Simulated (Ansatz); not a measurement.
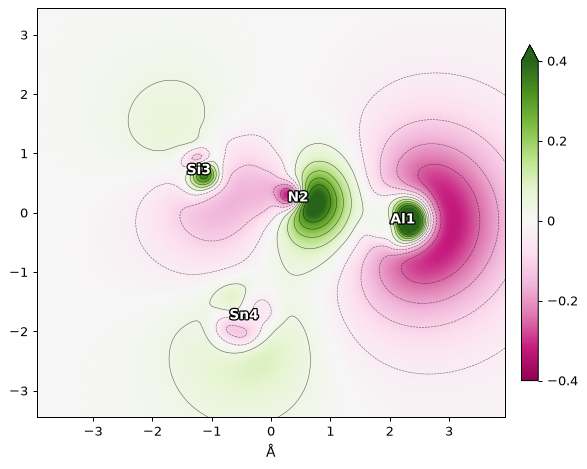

Figure 1: AlH$_{2}$NSiSn. The HOMO−1 on the plane of atoms N2, Sn4 and Si3 (values in Å⁻³ᐟ²; the overall sign is arbitrary).

Geometry: PBE0-D3(BJ)/def2-SVP; core potentials replace the inner electrons of Sn.

The calculation used isolated molecule in a Gaussian basis; Kohn-Sham density functional theory, functional PBE0 in Ansatz.

```xyz
6

Al   -3.0234    1.3456   -0.0306
N    -1.4771    0.9592    0.8154
Si   -0.0506    0.5704    1.7291
Sn    0.0157    1.1681   -0.7661
H     0.3101    1.5313    2.8166
H     0.0334   -0.8313    2.2432
```

### Describe this orbital and give its energy.

By Hirshfeld shares it lies mainly on Al1 (about 80 %) and N2 (about 5 %). Its energy is −6.27 eV.
